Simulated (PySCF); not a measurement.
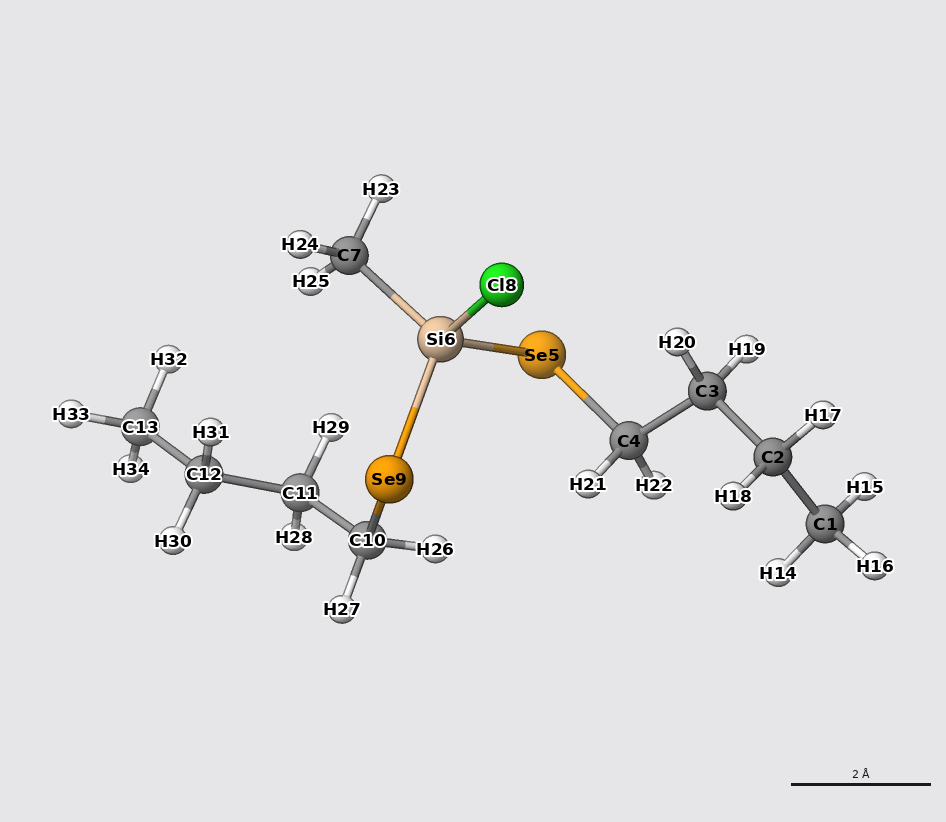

The atoms are numbered. Computed geometry: PBE0-D3(BJ)/def2-SVP optimisation. No frequency run is at hand to confirm it as a minimum.

What are the angles C3–C4–H22, C4–C3–H19, Se5–C4–H21, Se5–C4–H22, Se5–Si6–Se9, Si6–C7–H24, C10–C11–H29, C11–C10–H26, C12–C11–H28, C12–C11–H29, C12–C13–H32, C12–C13–H33?

| angle | degrees |
| --- | --- |
| C3–C4–H22 | 112.3 |
| C4–C3–H19 | 109.3 |
| Se5–C4–H21 | 107.2 |
| Se5–C4–H22 | 104.4 |
| Se5–Si6–Se9 | 111.5 |
| Si6–C7–H24 | 109.4 |
| C10–C11–H29 | 109.1 |
| C11–C10–H26 | 110.8 |
| C12–C11–H28 | 109.4 |
| C12–C11–H29 | 110.1 |
| C12–C13–H32 | 111.3 |
| C12–C13–H33 | 111.6 |
